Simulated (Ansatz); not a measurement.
## CH3F2ISi: molecular dynamics (part 1 of 2)

CH3F2ISi, computed with RKS BLYP/def2-SVP (Ansatz 0.2.0).

The geometry comes from this level: PBE0-D4/def2-TZVP. Figures and captions count atoms from 1; the log counts them from 0 in places.

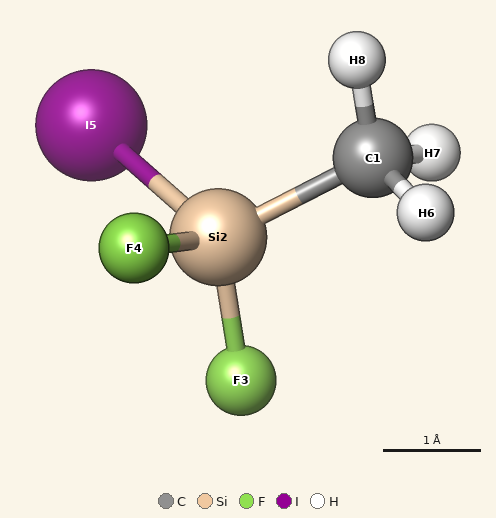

*The input geometry (ball-and-stick view, seen at a tilt; atoms are numbered from 1 in the order of the input).*

**Key numbers**

```tsv
quantity	value
outcome	finished
mean temperature over the second half	264 K
trajectory	30 steps, 30 fs
ensemble	nvt_nose_hoover
temperature in the input	500 K
time step	1 fs
potential energy (last step)	−22492.1332 eV
SCF solution under orbital rotations (last step)	stable
largest force (length of the vector) (last step)	2.999 eV/Å
dipole moment (last step)	2.74 D
hardware	4 threads of AMD EPYC, 23 GiB of memory available, shared host
wall time	13 s (CPU time 46 s)
peak memory	0.16 GiB
```

So short a trajectory is not equilibrated. The temperature stays far from the 500 K of the thermostat over the second half: the run isn't equilibrated.

**Input file**
```yaml
crystal:
  periodic: [false, false, false]
  atoms:
    - {symbol: C, position_ang: [-0.715029, -0.433123, 0.599569]}
    - {symbol: Si, position_ang: [0.623242, 0.182285, -0.496247]}
    - {symbol: F, position_ang: [2.042757, -0.225848, 0.077651]}
    - {symbol: F, position_ang: [0.514439, -0.480098, -1.931645]}
    - {symbol: I, position_ang: [0.592697, 2.584573, -0.777068]}
    - {symbol: H, position_ang: [-0.650452, -1.520872, 0.685604]}
    - {symbol: H, position_ang: [-0.623354, 0.005260, 1.594767]}
    - {symbol: H, position_ang: [-1.692199, -0.169177, 0.191570]}
basis:
  gaussian: {orbitals: def2-SVP}
hamiltonian: {xc: {name: BLYP}}
md: {timestep: 1 fs, n_steps: 30, ensemble: nvt_nose_hoover, temperature: 500, initial_velocities: maxwell_boltzmann, seed: 112}
```

Launched with:
```bash
ansatz run in.yaml --threads 4 --pin off --events-out ev --progress --plain --max-ram 10444MiB
```

**Output**
```
Functional definition: BLYP
  name "BLYP"
  cite "Becke, Phys. Rev. A 38, 3098 (1988) doi:10.1103/PhysRevA.38.3098"
  cite "Lee, Yang & Parr, Phys. Rev. B 37, 785 (1988) doi:10.1103/PhysRevB.37.785"
  parameter beta = 0.0042
  parameter a = 0.04918
  parameter b = 0.132
  parameter c = 0.2533
  parameter d = 0.349
  exchange = b88_x(beta = beta)
  correlation = lyp_c(a = a, b = b, c = c, d = d)
1140 factors; their error is unknown
mean field evaluation 1: about -22482.8099 eV, gradient 6.8e1 eV
mean field evaluation 2: about -22466.1927 eV, gradient 1.1e2 eV
mean field evaluation 4: about -22492.3154 eV, gradient 7.1e0 eV
mean field evaluation 8: about -22492.4263 eV, gradient 1.5e-1 eV
mean field evaluation 16: about -22492.3677 eV, gradient 2.1e-4 eV
mean field -22492.36767231 eV, -826.5792660831 hartree, gradient 7.3e-5 eV, S^2 0.000000; 0 other end points of the search recorded, 0 dependent functions left out
the calculation of the forces begins
reference -22492.36798724 eV, -826.5792776565 hartree; 33, 33 occupied and 68, 68 virtual orbitals, 1140 factors
md step     0: t =     0.00 fs  T =   500.0 K  F+E_penalty+E_count = -22492.36767231 eV  E_kin = 0.387780 eV  conserved = -22491.97989232 eV  (27 SCF iters)
these checks for a lower state are left out or cut short: starts, cluster_reference, orbital_swaps, neighbouring_geometries, increment
1140 factors; their error is unknown
mean field -22492.33917065 eV, -826.5782186662 hartree, gradient 1.7e-5 eV, S^2 0.000000; 0 other end points of the search recorded, 0 dependent functions left out
the calculation of the forces begins
reference -22492.33948517 eV, -826.5782302248 hartree; 33, 33 occupied and 68, 68 virtual orbitals, 1140 factors
md step     1: t =     1.00 fs  T =   466.0 K  F+E_penalty+E_count = -22492.33917065 eV  E_kin = 0.361437 eV  conserved = -22491.97773420 eV  (28 SCF iters)
[... from here on the SCF iterations and repeated set-up lines of each step are left out, up to the last step ...]
md step     2: t =     2.00 fs  T =   411.9 K  F+E_penalty+E_count = -22492.29492326 eV  E_kin = 0.319447 eV  conserved = -22491.97548257 eV  (29 SCF iters)
md step     3: t =     3.00 fs  T =   375.9 K  F+E_penalty+E_count = -22492.26735709 eV  E_kin = 0.291518 eV  conserved = -22491.97586038 eV  (30 SCF iters)
md step     4: t =     4.00 fs  T =   355.8 K  F+E_penalty+E_count = -22492.25287257 eV  E_kin = 0.275951 eV  conserved = -22491.97697134 eV  (29 SCF iters)
md step     5: t =     5.00 fs  T =   333.1 K  F+E_penalty+E_count = -22492.23514649 eV  E_kin = 0.258331 eV  conserved = -22491.97690675 eV  (30 SCF iters)
md step     6: t =     6.00 fs  T =   306.7 K  F+E_penalty+E_count = -22492.21369880 eV  E_kin = 0.237832 eV  conserved = -22491.97601391 eV  (29 SCF iters)
md step     7: t =     7.00 fs  T =   293.3 K  F+E_penalty+E_count = -22492.20217720 eV  E_kin = 0.227450 eV  conserved = -22491.97494359 eV  (29 SCF iters)
md step     8: t =     8.00 fs  T =   313.8 K  F+E_penalty+E_count = -22492.21758507 eV  E_kin = 0.243354 eV  conserved = -22491.97453781 eV  (31 SCF iters)
md step     9: t =     9.00 fs  T =   372.6 K  F+E_penalty+E_count = -22492.26480795 eV  E_kin = 0.288982 eV  conserved = -22491.97625449 eV  (31 SCF iters)
md step    10: t =    10.00 fs  T =   437.0 K  F+E_penalty+E_count = -22492.31741977 eV  E_kin = 0.338926 eV  conserved = -22491.97908199 eV  (29 SCF iters)
md step    11: t =    11.00 fs  T =   459.8 K  F+E_penalty+E_count = -22492.33516602 eV  E_kin = 0.356625 eV  conserved = -22491.97931511 eV  (30 SCF iters)
md step    12: t =    12.00 fs  T =   436.9 K  F+E_penalty+E_count = -22492.31467459 eV  E_kin = 0.338855 eV  conserved = -22491.97678616 eV  (29 SCF iters)
md step    13: t =    13.00 fs  T =   407.9 K  F+E_penalty+E_count = -22492.29077646 eV  E_kin = 0.316317 eV  conserved = -22491.97561550 eV  (29 SCF iters)
md step    14: t =    14.00 fs  T =   393.1 K  F+E_penalty+E_count = -22492.28051490 eV  E_kin = 0.304847 eV  conserved = -22491.97701538 eV  (30 SCF iters)
md step    15: t =    15.00 fs  T =   371.9 K  F+E_penalty+E_count = -22492.26491950 eV  E_kin = 0.288402 eV  conserved = -22491.97806055 eV  (30 SCF iters)
md step    16: t =    16.00 fs  T =   325.0 K  F+E_penalty+E_count = -22492.22769042 eV  E_kin = 0.252065 eV  conserved = -22491.97736152 eV  (30 SCF iters)
md step    17: t =    17.00 fs  T =   262.6 K  F+E_penalty+E_count = -22492.17766705 eV  E_kin = 0.203694 eV  conserved = -22491.97588688 eV  (30 SCF iters)
md step    18: t =    18.00 fs  T =   212.7 K  F+E_penalty+E_count = -22492.13741795 eV  E_kin = 0.164940 eV  conserved = -22491.97455390 eV  (29 SCF iters)
md step    19: t =    19.00 fs  T =   201.1 K  F+E_penalty+E_count = -22492.12791649 eV  E_kin = 0.155970 eV  conserved = -22491.97418287 eV  (30 SCF iters)
md step    20: t =    20.00 fs  T =   232.8 K  F+E_penalty+E_count = -22492.15389410 eV  E_kin = 0.180517 eV  conserved = -22491.97580136 eV  (30 SCF iters)
md step    21: t =    21.00 fs  T =   277.2 K  F+E_penalty+E_count = -22492.19066893 eV  E_kin = 0.214991 eV  conserved = -22491.97834468 eV  (29 SCF iters)
md step    22: t =    22.00 fs  T =   292.4 K  F+E_penalty+E_count = -22492.20234708 eV  E_kin = 0.226741 eV  conserved = -22491.97856427 eV  (30 SCF iters)
md step    23: t =    23.00 fs  T =   276.0 K  F+E_penalty+E_count = -22492.18695439 eV  E_kin = 0.214088 eV  conserved = -22491.97613370 eV  (31 SCF iters)
md step    24: t =    24.00 fs  T =   267.3 K  F+E_penalty+E_count = -22492.17881457 eV  E_kin = 0.207315 eV  conserved = -22491.97508207 eV  (31 SCF iters)
md step    25: t =    25.00 fs  T =   283.8 K  F+E_penalty+E_count = -22492.19309743 eV  E_kin = 0.220095 eV  conserved = -22491.97692573 eV  (30 SCF iters)
md step    26: t =    26.00 fs  T =   296.8 K  F+E_penalty+E_count = -22492.20428388 eV  E_kin = 0.230149 eV  conserved = -22491.97843749 eV  (30 SCF iters)
md step    27: t =    27.00 fs  T =   278.4 K  F+E_penalty+E_count = -22492.18902604 eV  E_kin = 0.215895 eV  conserved = -22491.97782877 eV  (30 SCF iters)
md step    28: t =    28.00 fs  T =   236.7 K  F+E_penalty+E_count = -22492.15458613 eV  E_kin = 0.183579 eV  conserved = -22491.97607684 eV  (30 SCF iters)
md step    29: t =    29.00 fs  T =   204.3 K  F+E_penalty+E_count = -22492.12749756 eV  E_kin = 0.158475 eV  conserved = -22491.97443009 eV  (31 SCF iters)
these checks for a lower state are left out or cut short: starts, cluster_reference, orbital_swaps, neighbouring_geometries, increment
1140 factors; their error is unknown
mean field -22492.13291394 eV, -826.5706388721 hartree, gradient 1.9e-5 eV, S^2 0.000000; 0 other end points of the search recorded, 0 dependent functions left out
the calculation of the forces begins
reference -22492.13322836 eV, -826.5706504267 hartree; 33, 33 occupied and 68, 68 virtual orbitals, 1140 factors
1140 factors; their error is unknown
mean field evaluation 256: about -22492.1955 eV, gradient 5.0e-1 eV
mean field -22492.13291394 eV, -826.5706388721 hartree, gradient 1.9e-5 eV, S^2 0.000000; 1 other end points of the search recorded, 0 dependent functions left out
the calculation of the forces begins
reference -22492.13322836 eV, -826.5706504267 hartree; 33, 33 occupied and 68, 68 virtual orbitals, 1140 factors
md step    30: t =    30.00 fs  T =   212.0 K  F+E_penalty+E_count = -22492.13291394 eV  E_kin = 0.164428 eV  conserved = -22491.97423189 eV  (29 SCF iters)
```

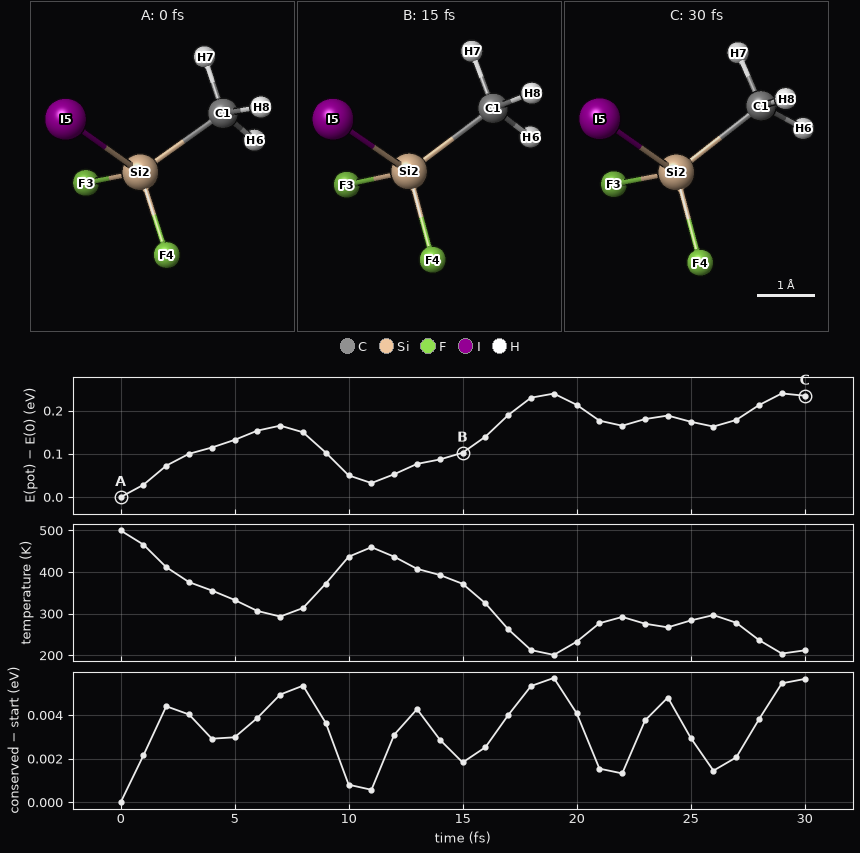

*Frames of the molecular dynamics (ball-and-stick, seen at a tilt) above the curves, on which the letters mark them.*

The trajectory kept here has 31 frames over 30 fs. The temperature starts at 500 K, ranges from 201 to 500 K and averages 264 K over the second half. The potential energy ends 0.235 eV above its first value. The conserved quantity stays within 0.0057 eV. After an unweighted best fit of the last frame on the first, the root-mean-square displacement is 0.17 Å.

```
Total energy: -22492.13322836 eV, -826.5706504267 hartree
Atom 0 at    -0.855777    -0.347167     0.662406 Å, force     2.221502    -1.801829     0.901658 eV/Å
Atom 1 at     0.605945     0.145185    -0.481748 Å, force    -1.064779    -0.396584    -1.670920 eV/Å
Atom 2 at     2.102606    -0.122080     0.013022 Å, force     0.887044    -0.630600     0.680226 eV/Å
Atom 3 at     0.572895    -0.556647    -2.024884 Å, force    -0.256254     0.549551     1.647250 eV/Å
Atom 4 at     0.594537     2.578155    -0.764517 Å, force    -0.172969     0.426214    -0.108897 eV/Å
Atom 5 at    -0.984036    -1.486599     0.793627 Å, force    -0.041846     1.176324    -0.609961 eV/Å
Atom 6 at    -0.585435    -0.030241     1.722681 Å, force    -0.521404     0.323898    -0.937524 eV/Å
Atom 7 at    -1.698910     0.136503     0.198170 Å, force    -1.051293     0.353026     0.098167 eV/Å
Dipole moment:    -0.379642    -0.162616     0.393149 e Å
```

**Trajectory as extended XYZ (Å, eV, eV/Å), 31 frames, from step=0 to step=30**
```
8
Properties=species:S:1:pos:R:3:forces:R:3 step=0 time_fs=0.0 energy=-22492.36767 temperature=500.0
C    -0.7150   -0.4331    0.5996    0.0167   0.0360  -0.0172
Si    0.6232    0.1823   -0.4962   -0.9496   0.7094   0.6325
F     2.0428   -0.2258    0.0777    1.5881  -0.4696   0.6684
F     0.5144   -0.4801   -1.9316   -0.1454  -0.7579  -1.6105
I     0.5927    2.5846   -0.7771   -0.0230   0.7213  -0.0737
H    -0.6505   -1.5209    0.6856    0.0115  -0.5465   0.0593
H    -0.6234    0.0053    1.5948    0.0142   0.1968   0.5164
H    -1.6922   -0.1692    0.1916   -0.5125   0.1105  -0.1752
8
Properties=species:S:1:pos:R:3:forces:R:3 step=1 time_fs=1.0 energy=-22492.33917 temperature=466.0
C    -0.7239   -0.4298    0.6048   -0.4024   0.6219  -0.7955
Si    0.6193    0.1820   -0.5017   -0.6807   0.7347   1.2127
F     2.0491   -0.2219    0.0753    1.2627  -0.3910   0.5551
F     0.5184   -0.4788   -1.9279   -0.1884  -0.9246  -1.9600
I     0.5928    2.5834   -0.7765   -0.0306   0.7484  -0.0852
H    -0.6489   -1.4989    0.7001   -0.0320  -1.1927  -0.0140
H    -0.6023   -0.0165    1.5956   -0.0785   0.4995   0.8218
H    -1.7127   -0.1522    0.1703    0.1497  -0.0964   0.2651
8
Properties=species:S:1:pos:R:3:forces:R:3 step=2 time_fs=2.0 energy=-22492.29492 temperature=411.9
C    -0.7332   -0.4261    0.6093   -0.6299   0.9122  -1.1573
Si    0.6152    0.1820   -0.5067   -0.3941   0.7404   1.7445
F     2.0562   -0.2182    0.0732    0.9201  -0.3105   0.4363
F     0.5222   -0.4780   -1.9251   -0.2240  -1.0704  -2.2626
I     0.5930    2.5823   -0.7760   -0.0384   0.7752  -0.0964
H    -0.6476   -1.4883    0.7144   -0.0929  -1.4206  -0.1062
H    -0.5819   -0.0335    1.6043   -0.1878   0.6424   0.8022
H    -1.7318   -0.1361    0.1517    0.6471  -0.2687   0.6394
8
Properties=species:S:1:pos:R:3:forces:R:3 step=3 time_fs=3.0 energy=-22492.26736 temperature=375.9
C    -0.7429   -0.4215    0.6129   -0.5405   0.7481  -1.0123
Si    0.6109    0.1822   -0.5112   -0.1031   0.7199   2.1989
F     2.0636   -0.2147    0.0713    0.5737  -0.2317   0.3179
F     0.5259   -0.4777   -1.9235   -0.2514  -1.1854  -2.4967
I     0.5931    2.5813   -0.7754   -0.0461   0.8018  -0.1071
H    -0.6472   -1.4914    0.7278   -0.1822  -1.1019  -0.2226
H    -0.5634   -0.0443    1.6207   -0.3309   0.6173   0.4425
H    -1.7447   -0.1226    0.1391    0.8804  -0.3679   0.8795
8
Properties=species:S:1:pos:R:3:forces:R:3 step=4 time_fs=4.0 energy=-22492.25287 temperature=355.8
C    -0.7531   -0.4164    0.6158   -0.1490   0.2369  -0.5187
Si    0.6066    0.1827   -0.5149    0.1796   0.6678   2.5512
F     2.0714   -0.2112    0.0696    0.2355  -0.1577   0.2049
F     0.5295   -0.4780   -1.9231   -0.2703  -1.2607  -2.6434
I     0.5933    2.5803   -0.7749   -0.0537   0.8281  -0.1172
H    -0.6486   -1.5050    0.7390   -0.2862  -0.4249  -0.3446
H    -0.5480   -0.0492    1.6413   -0.4919   0.4915  -0.0930
H    -1.7492   -0.1127    0.1349    0.8360  -0.3810   0.9607
8
Properties=species:S:1:pos:R:3:forces:R:3 step=5 time_fs=5.0 energy=-22492.23515 temperature=333.1
C    -0.7633   -0.4111    0.6181    0.4661  -0.3873   0.0879
Si    0.6023    0.1834   -0.5177    0.4425   0.5811   2.7831
F     2.0793   -0.2079    0.0680   -0.0849  -0.0905   0.1012
F     0.5329   -0.4790   -1.9241   -0.2815  -1.2897  -2.6891
I     0.5934    2.5793   -0.7744   -0.0610   0.8536  -0.1260
H    -0.6527   -1.5226    0.7469   -0.3760   0.2925  -0.4408
H    -0.5373   -0.0494    1.6610   -0.6320   0.3451  -0.5953
H    -1.7457   -0.1063    0.1400    0.5269  -0.3047   0.8788
8
Properties=species:S:1:pos:R:3:forces:R:3 step=6 time_fs=6.0 energy=-22492.21370 temperature=306.7
C    -0.7733   -0.4061    0.6206    1.2095  -0.9478   0.6302
Si    0.5982    0.1843   -0.5195    0.6753   0.4606   2.8842
F     2.0872   -0.2046    0.0664   -0.3805  -0.0318   0.0098
F     0.5362   -0.4806   -1.9265   -0.2862  -1.2697  -2.6277
I     0.5936    2.5785   -0.7739   -0.0678   0.8777  -0.1334
H    -0.6604   -1.5375    0.7506   -0.4289   0.8282  -0.4886
H    -0.5327   -0.0464    1.6751   -0.7151   0.2288  -0.9235
H    -1.7371   -0.1029    0.1535   -0.0062  -0.1461   0.6490
8
Properties=species:S:1:pos:R:3:forces:R:3 step=7 time_fs=7.0 energy=-22492.20218 temperature=293.3
C    -0.7822   -0.4019    0.6236    1.9335  -1.3459   0.9796
Si    0.5943    0.1854   -0.5204    0.8715   0.3114   2.8537
F     2.0948   -0.2013    0.0649   -0.6465   0.0175  -0.0677
F     0.5393   -0.4829   -1.9302   -0.2863  -1.2018  -2.4618
I     0.5937    2.5777   -0.7733   -0.0738   0.8996  -0.1391
H    -0.6722   -1.5444    0.7496   -0.4361   1.0924  -0.4810
H    -0.5349   -0.0411    1.6802   -0.7195   0.1649  -1.0138
H    -1.7286   -0.1009    0.1731   -0.6428   0.0619   0.3301
8
Properties=species:S:1:pos:R:3:forces:R:3 step=8 time_fs=8.0 energy=-22492.21758 temperature=313.8
C    -0.7896   -0.3987    0.6273    2.3891  -1.4947   1.0002
Si    0.5907    0.1865   -0.5203    1.0287   0.1409   2.7011
F     2.1022   -0.1980    0.0633   -0.8804   0.0571  -0.1309
F     0.5424   -0.4858   -1.9351   -0.2837  -1.0909  -2.2021
I     0.5938    2.5770   -0.7729   -0.0786   0.9187  -0.1430
H    -0.6881   -1.5409    0.7440   -0.3979   1.0624  -0.4196
H    -0.5440   -0.0342    1.6757   -0.6366   0.1621  -0.8460
H    -1.7262   -0.0983    0.1960   -1.1407   0.2445   0.0402
```
